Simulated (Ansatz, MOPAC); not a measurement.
## How methods differ on C2F3N (cyanotrifluoromethane)

C2F3N, singlet, SMILES `N#CC(F)(F)F`. Each level relaxes the structure for itself.

Quantity: the highest harmonic wavenumber at each level's own minimum, in cm⁻¹. The values are calculated.

```json
{"level": "MNDO", "kind": "semi-empirical", "program": "MOPAC", "value (cm⁻¹)": "2554"}
{"level": "PM3", "kind": "semi-empirical", "program": "MOPAC", "value (cm⁻¹)": "2482"}
{"level": "PM6-DH+", "kind": "semi-empirical", "program": "MOPAC", "value (cm⁻¹)": "2386"}
{"level": "PM6-DH2X", "kind": "semi-empirical", "program": "MOPAC", "value (cm⁻¹)": "2386"}
{"level": "HF/STO-3G", "kind": "Hartree–Fock", "program": "Ansatz", "value (cm⁻¹)": "2728"}
{"level": "HF/3-21G", "kind": "Hartree–Fock", "program": "Ansatz", "value (cm⁻¹)": "2651"}
{"level": "HF/6-31G* (Cartesian functions)", "kind": "Hartree–Fock", "program": "Ansatz", "value (cm⁻¹)": "2663"}
{"level": "PBE/def2-SVP", "kind": "GGA", "program": "Ansatz", "value (cm⁻¹)": "2316"}
{"level": "PBE0-D4/def2-TZVP", "kind": "global hybrid", "program": "Ansatz", "value (cm⁻¹)": "2412"}
{"level": "B3LYP/6-31G* (Cartesian functions)", "kind": "global hybrid", "program": "Ansatz", "value (cm⁻¹)": "2398"}
```

Harmonic and unscaled. The values span 2316 to 2728 cm⁻¹.

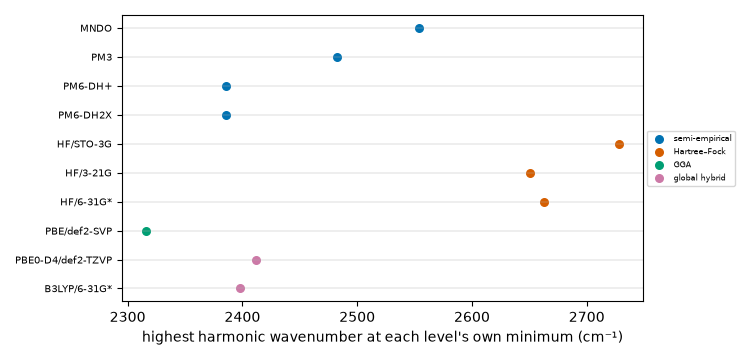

The values of the table, level by level.
